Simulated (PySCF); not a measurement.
**AlO (charge −1): density, localisation and related maps**

```xyz
2

Al    0.0000    0.0000   -0.6208
O     0.0000    0.0000    1.0472
```

Level of theory: PySCF, PBE0/aug-cc-pVDZ-DK/X2C, spin-free X2C-1e, Gaussian nucleus, at a bond length of 1.668 Å.

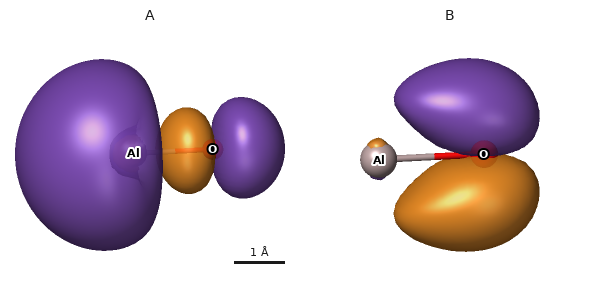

Figure 1. Two frontier orbitals, each drawn at the value that holds 80 % of its norm (orange and purple are the two phases), in no order; of a degenerate pair one member is drawn.

### Label each orbital by symmetry, say whether it is occupied, and order them by energy.

Orbital B: π, occupied, −1.44 eV; mainly on O (80 %).
Orbital A: σ, occupied, −0.66 eV; shared between the atoms (Al 70 %, O 30 %).

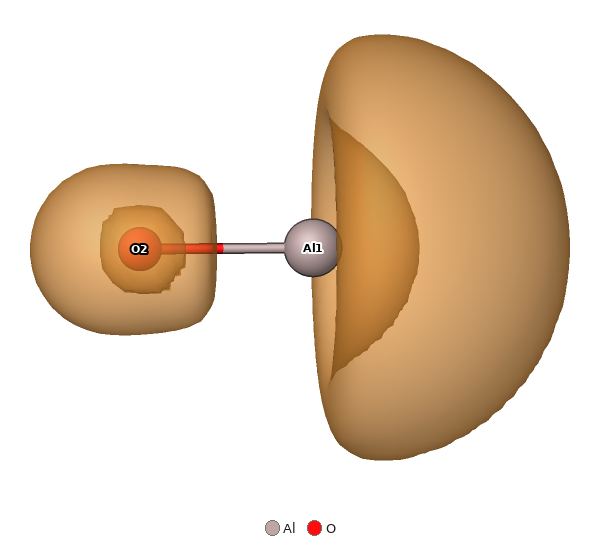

Figure 2. Isosurface of the electron localisation function at 0.75 (orange), seen from one side. Only the valence region is drawn (cores and ρ < 0.01 e/Å³ removed).

### What do the ELF domains correspond to?

At this value the surface marks out one lobe on Al, pointing away from the bonds (lone pairs) and one region wrapped around O (its valence shell). Profiles from the grid: Al–O (1.67 Å): the ELF peaks at about 0.85 in the valence shell of O, 0.6 Å from its nucleus, and is about 0.40 at the midpoint.

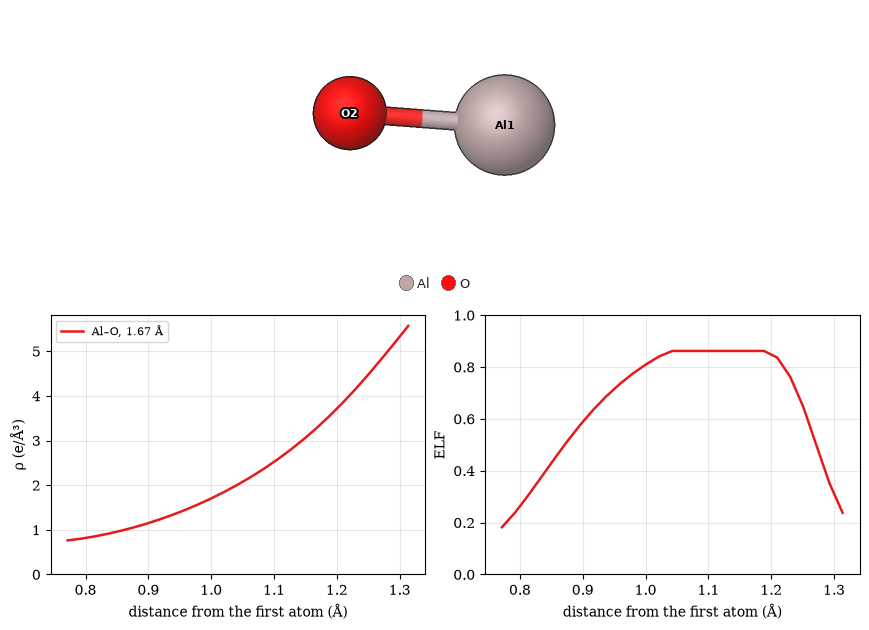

Figure 3. Electron density and ELF along straight lines between neighbouring atoms. The curves leave out the atomic cores. The structure is drawn too.

### What can be read from the curves?

Al–O (1.67 Å): the density is about 0.91 e/Å³ at the midpoint; the ELF peaks at about 0.85 in the valence shell of O, 0.6 Å from its nucleus, and is about 0.40 at the midpoint.
